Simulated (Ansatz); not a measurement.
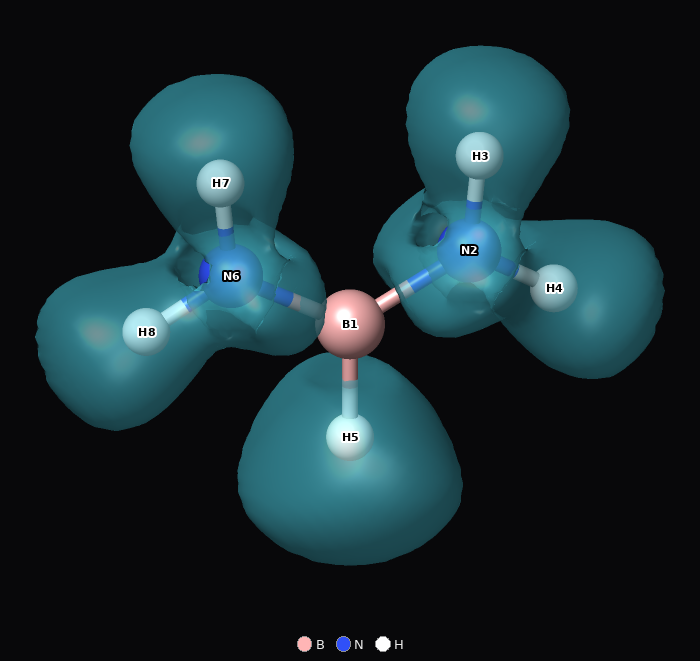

The picture shows: BH5N2. Isosurface of the electron localisation function at 0.75 (cyan), seen at a tilt. Core shells and regions of very low density are left out.

All numbers below come from RKS LDA/def2-SVP (Ansatz).

```
atom    x (Å)    y (Å)    z (Å)
   B   0.2931   0.1451   0.0216
   N   0.5913  -0.1089   1.3731
   H  -0.0915  -0.4258   2.0644
   H   1.5312   0.0127   1.7466
   H   1.2001   0.5216  -0.7097
   N  -0.9897  -0.0096  -0.5359
   H  -1.8120  -0.3177  -0.0131
   H  -1.1737   0.1826  -1.5193
```

Question: Where are the electrons localised?

Answer: The ELF exceeds this value in one region around a hydrogen nucleus and two joined regions spread over several atoms (H, N), in which their bonds and any lone pairs are merged. Profiles from the grid: B–N (1.41 Å): the ELF peaks at about 0.95 between the atoms: a short, strongly polar bond. N–H (1.02 Å): the ELF climbs to about 1 towards the hydrogen, as it does in any bond to H: an ordinary covalent bond to hydrogen.
